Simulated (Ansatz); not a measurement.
**Run report: GeH₃BrCl₂O₂, nudged elastic band (part 2 of 2)**

Continued. System: GeH₃BrCl₂O₂. Method: RKS PBE/def2-SVP (Ansatz 0.2.0). It belongs to a series of runs on one base structure; here: band between the two ends.

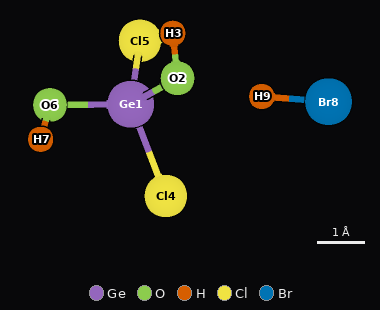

**Figure 1.** The structure as given in the input (ball-and-stick view, seen at a tilt; atoms are numbered from 1 in the order of the input). Sticks mark near contacts.

The last band as extended XYZ, continued:
```
9
Properties=species:S:1:pos:R:3:forces:R:3 image=2 energy=-155696.41223
Ge   -0.0934   -0.3198    0.0375   -0.0069  -0.0155  -0.0023
O     0.3360    0.0338    1.7389   -0.0014   0.0005  -0.0100
H    -0.4046   -0.2098    2.3313    0.0001   0.0054  -0.0057
Cl    1.7593   -0.5973   -0.9994   -0.0059  -0.0070  -0.0031
Cl   -1.2099    1.2734   -0.8916    0.0036  -0.0027   0.0049
O    -1.0998   -1.7776    0.1356   -0.0082  -0.0142  -0.0054
H    -1.6592   -1.8731   -0.6599   -0.0051  -0.0149  -0.0066
Br    1.4883    3.0983    1.8745    0.0113   0.0243   0.0313
H     1.0061    1.7245    1.9779    0.0125   0.0240  -0.0031
9
Properties=species:S:1:pos:R:3:forces:R:3 image=3 energy=-155695.91868
Ge    0.0781    0.0204    0.0919    0.0001   0.0000  -0.0001
O     0.3221    0.0587    1.9757   -0.0002   0.0001  -0.0001
H    -0.4652   -0.2839    2.4547    0.0001   0.0000   0.0001
Cl    1.9430   -0.4588   -0.8547    0.0000   0.0000   0.0000
Cl   -1.2501    1.2832   -1.0718    0.0000   0.0000   0.0001
O    -0.8943   -1.4730    0.2651    0.0000  -0.0003   0.0002
H    -1.4765   -1.5872   -0.5109    0.0001   0.0003  -0.0001
Br    1.1967    2.5705    1.1506    0.0000   0.0000   0.0000
H     0.6690    1.2222    2.0441    0.0000  -0.0001   0.0000
9
Properties=species:S:1:pos:R:3:forces:R:3 image=4 energy=-155696.83243
Ge    0.1616    0.3425   -0.0419    0.0018   0.0264  -0.0179
O     0.6916   -0.2313    2.1279    0.0287  -0.0215   0.0176
H    -0.1865   -0.6231    2.3333    0.0243  -0.0210  -0.0065
Cl    2.0381   -0.5670   -0.6045    0.0009   0.0021   0.0047
Cl   -0.7423    0.8774   -1.9857    0.0182  -0.0281  -0.0586
O    -1.1467   -0.7648    0.5198   -0.0072   0.0457   0.0181
H    -1.7827   -0.8462   -0.2215   -0.0079   0.0373   0.0253
Br    0.3984    2.5118    0.8620   -0.0521  -0.0002  -0.0246
H     0.6911    0.6531    2.5553   -0.0068  -0.0406   0.0419
9
Properties=species:S:1:pos:R:3:forces:R:3 image=5 energy=-155696.65268
Ge    0.2322    0.5636   -0.6405   -0.0106  -0.0158   0.0402
O     0.3093   -0.5220    3.0316   -0.0083   0.0266  -0.0304
H    -0.2864   -0.4846    2.2547   -0.0096   0.0000  -0.0172
Cl    1.8351   -0.8387   -0.9496    0.0085   0.0005   0.0203
Cl   -0.6972    0.9397   -2.5539    0.0047   0.0024   0.0076
O    -0.9975   -0.1215    0.4690    0.0221  -0.0176  -0.0336
H    -1.2923   -0.9932    0.1336   -0.0387   0.0009  -0.0058
Br    0.9604    2.5164    0.2942   -0.0129  -0.0040   0.0212
H     0.0591    0.2926    3.5054    0.0447   0.0069  -0.0022
9
Properties=species:S:1:pos:R:3:forces:R:3 image=6 energy=-155697.02727
Ge    0.2804    0.4556   -0.7500   -0.0113  -0.0045  -0.0119
O    -0.1959   -0.5681    2.5843    0.0002  -0.0071  -0.0177
H    -0.9481   -0.5031    3.2016   -0.0287   0.0083   0.0348
Cl    1.9962   -0.7641   -1.2405    0.0101   0.0033  -0.0106
Cl   -0.5003    1.3224   -2.5545    0.0030   0.0085   0.0008
O    -1.0092   -0.4518    0.0162   -0.0061  -0.0140  -0.0142
H    -0.7637   -0.6109    0.9793    0.0247   0.0078   0.0332
Br    1.0338    2.1590    0.6698   -0.0002  -0.0089   0.0143
H     0.2296    0.3132    2.6386    0.0082   0.0065  -0.0287
9
Properties=species:S:1:pos:R:3:forces:R:3 image=7 energy=-155697.05114
Ge    0.4740    0.2725   -0.6809    0.0021  -0.0014   0.0013
O    -0.6877   -0.2968    2.6246   -0.0039  -0.0004   0.0005
H    -1.4534    0.2998    2.7289   -0.0032   0.0104  -0.0049
Cl    1.9210   -0.5238   -2.0577    0.0002   0.0038  -0.0081
Cl   -0.8537    1.5868   -1.7701   -0.0054   0.0013   0.0076
O    -0.3860   -1.0480    0.0805    0.0064  -0.0091   0.0003
H    -0.5655   -0.8447    1.0538    0.0033  -0.0019   0.0011
Br    1.5902    1.5978    0.9028    0.0037  -0.0050   0.0018
H     0.0838    0.3086    2.6627   -0.0032   0.0023   0.0004
9
Properties=species:S:1:pos:R:3:forces:R:3 image=8 energy=-155697.08683
Ge    0.6713    0.1463   -0.4568   -0.0107  -0.0064  -0.0143
O    -1.0926   -0.0243    2.3212    0.0057  -0.0190   0.0044
H    -1.5545    0.6183    1.7428    0.0092   0.0097   0.0069
Cl    1.4572   -0.3287   -2.3953    0.0027  -0.0032   0.0067
Cl   -1.0422    1.4906   -0.6953    0.0034  -0.0006   0.0040
O     0.1761   -1.3441    0.3286    0.0058   0.0234  -0.0013
H    -0.3180   -1.0604    1.1569   -0.0007  -0.0050   0.0055
Br    2.2430    1.3356    0.7694    0.0012  -0.0032  -0.0008
H    -0.4176    0.5190    2.7732   -0.0166   0.0042  -0.0111
```

This output came from the following input.

The input:
```yaml
crystal:
  periodic: [false, false, false]
  atoms:
    - { symbol: Ge, position_ang: [-0.382393, -0.210424, -0.180415] }
    - { symbol: O, position_ang: [-0.07389, 0.333293, 1.504659] }
    - { symbol: H, position_ang: [-0.900686, 0.633663, 1.934021] }
    - { symbol: Cl, position_ang: [1.573183, -0.331277, -1.053856] }
    - { symbol: Cl, position_ang: [-1.671448, 1.178989, -1.182776] }
    - { symbol: O, position_ang: [-1.23443, -1.765377, -0.226864] }
    - { symbol: H, position_ang: [-0.63344, -2.489344, 0.039646] }
    - { symbol: Br, position_ang: [2.174833, 2.506304, 2.623762] }
    - { symbol: H, position_ang: [1.270972, 1.496472, 2.086523] }
basis:
  gaussian: { orbitals: def2-SVP }
hamiltonian:
  xc: pbe
neb:
  order_check: false
  images: 7
  f_tol: 0.05
  max_iterations: 60
  final_atoms:
    - { symbol: Ge, position_ang: [0.67132788, 0.14633237, -0.45677454] }
    - { symbol: O, position_ang: [-1.09262846, -0.02426702, 2.32121094] }
    - { symbol: H, position_ang: [-1.55447745, 0.61825169, 1.74279014] }
    - { symbol: Cl, position_ang: [1.45722175, -0.32867241, -2.39533328] }
    - { symbol: Cl, position_ang: [-1.04224454, 1.49058407, -0.69531687] }
    - { symbol: O, position_ang: [0.17606806, -1.34413193, 0.32860372] }
    - { symbol: H, position_ang: [-0.31804619, -1.06041568, 1.15688595] }
    - { symbol: Br, position_ang: [2.24304294, 1.33559154, 0.7694027] }
    - { symbol: H, position_ang: [-0.41756299, 0.51902636, 2.77323125] }
  initial_path:
    images:
      - { positions_ang: [[-0.382393, -0.210424, -0.180415], [-0.07389, 0.333293, 1.504659], [-0.900686, 0.633663, 1.934021], [1.573183, -0.331277, -1.053856], [-1.671448, 1.178989, -1.182776], [-1.23443, -1.765377, -0.226864], [-0.63344, -2.489344, 0.039646], [2.174833, 2.506304, 2.623762], [1.270972, 1.496472, 2.086523]] }
      - { positions_ang: [[-0.28472666, -0.16869879, -0.13227515], [-0.05895189, 0.27672157, 1.66016292], [-0.90646329, 0.43499137, 2.06903745], [1.707219, -0.26596021, -0.96662083], [-1.51623085, 1.30868703, -1.10314469], [-1.1263709, -1.70810105, -0.2904237], [-0.78994316, -2.35489924, 0.10923779], [1.97865217, 2.42081954, 2.14862524], [1.11951658, 1.40873877, 2.05010097]] }
      - { positions_ang: [[-0.18706032, -0.12697358, -0.08413531], [-0.04401378, 0.22015014, 1.81566684], [-0.91224058, 0.23631974, 2.2040539], [1.841255, -0.20064342, -0.87938566], [-1.3610137, 1.43838506, -1.02351338], [-1.01831179, -1.6508251, -0.35398341], [-0.94644632, -2.22045448, 0.17882957], [1.78247134, 2.33533509, 1.67348849], [0.96806115, 1.32100554, 2.01367895]] }
      - { positions_ang: [[-0.08939398, -0.08524837, -0.03599546], [-0.02907567, 0.16357871, 1.97117076], [-0.91801787, 0.03764812, 2.33907035], [1.97529099, -0.13532663, -0.79215049], [-1.20579654, 1.5680831, -0.94388207], [-0.91025269, -1.59354915, -0.41754311], [-1.10294949, -2.08600972, 0.24842136], [1.58629052, 2.24985063, 1.19835173], [0.81660573, 1.23327231, 1.97725692]] }
      - { positions_ang: [[0.00827236, -0.04352316, 0.01214439], [-0.01413756, 0.10700728, 2.12667469], [-0.92379516, -0.16102351, 2.4740868], [2.10932699, -0.07000985, -0.70491532], [-1.05057939, 1.69778113, -0.86425076], [-0.80219359, -1.5362732, -0.48110282], [-1.25945265, -1.95156496, 0.31801314], [1.39010969, 2.16436618, 0.72321498], [0.66515031, 1.14553908, 1.9408349]] }
      - { positions_ang: [[0.17403624, 0.00394072, -0.10508534], [-0.28376029, 0.07418871, 2.17530875], [-1.08146573, 0.03379529, 2.29126263], [1.94630068, -0.13467549, -1.12751981], [-1.04849568, 1.64598186, -0.82201729], [-0.55762818, -1.48823788, -0.27867618], [-1.02410103, -1.72877764, 0.52773135], [1.603343, 1.95717252, 0.73476191], [0.39447199, 0.9889109, 2.14893399]] }
      - { positions_ang: [[0.33980012, 0.05140461, -0.22231508], [-0.55338301, 0.04137013, 2.22394281], [-1.2391363, 0.22861409, 2.10843847], [1.78327437, -0.19934113, -1.5501243], [-1.04641197, 1.5941826, -0.77978381], [-0.31306276, -1.44020256, -0.07624955], [-0.78874942, -1.50599032, 0.73744955], [1.81657631, 1.74997886, 0.74630884], [0.12379366, 0.83228272, 2.35703307]] }
      - { positions_ang: [[0.505564, 0.09886849, -0.33954481], [-0.82300574, 0.00855156, 2.27257687], [-1.39680688, 0.42343289, 1.92561431], [1.62024806, -0.26400677, -1.97272879], [-1.04432825, 1.54238333, -0.73755034], [-0.06849735, -1.39216724, 0.12617708], [-0.5533978, -1.283203, 0.94716775], [2.02980963, 1.5427852, 0.75785577], [-0.14688466, 0.67565454, 2.56513216]] }
      - { positions_ang: [[0.67132788, 0.14633237, -0.45677454], [-1.09262846, -0.02426702, 2.32121094], [-1.55447745, 0.61825169, 1.74279014], [1.45722175, -0.32867241, -2.39533328], [-1.04224454, 1.49058407, -0.69531687], [0.17606806, -1.34413193, 0.32860372], [-0.31804619, -1.06041568, 1.15688595], [2.24304294, 1.33559154, 0.7694027], [-0.41756299, 0.51902636, 2.77323125]] }
```

Launched with:
```bash
ansatz run input.yaml --threads 4 --pin off --max-ram 5120MiB --backend cpu --events-out ev --progress --plain --runs-dir out
```

Results in brief:

```json
{"quantity": "outcome", "value": "converged"}
{"quantity": "barrier, forward", "value": "0.497 eV"}
{"quantity": "barrier, backward", "value": "1.168 eV"}
{"quantity": "hardware", "value": "4 threads of Arm Neoverse V2, 24 GiB of memory available, shared host"}
{"quantity": "wall time", "value": "10 min (CPU time 40 min)"}
{"quantity": "peak memory", "value": "0.21 GiB"}
```

The order of the saddle point was not checked.
